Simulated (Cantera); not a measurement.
Charge: 1 mol MgCO3, 0.2 mol O2, held at 10.0 mbar.

These are equilibrium values from Cantera (NASA tables, ideal gas, pure condensed phases), not measurements of a reactor. Candidate condensed phases: C, Mg, MgCO3, MgO; 15 gas species. The numbers say what is thermodynamically allowed, not how fast it happens.

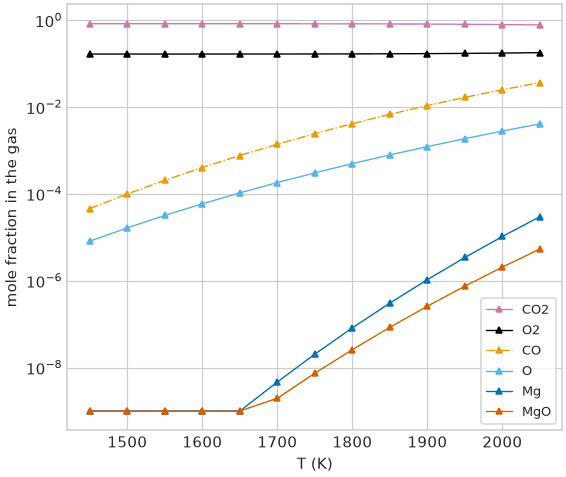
Figure: Equilibrium gas composition (values under 1e-9 drawn at 1e-9)

Task: Read off the mole fractions at 1900 K.

Result: CO2 about 0.82, O2 about 0.17, CO about 0.011, O about 0.0012, Mg about 1.1e-6, MgO about 2.6e-7.
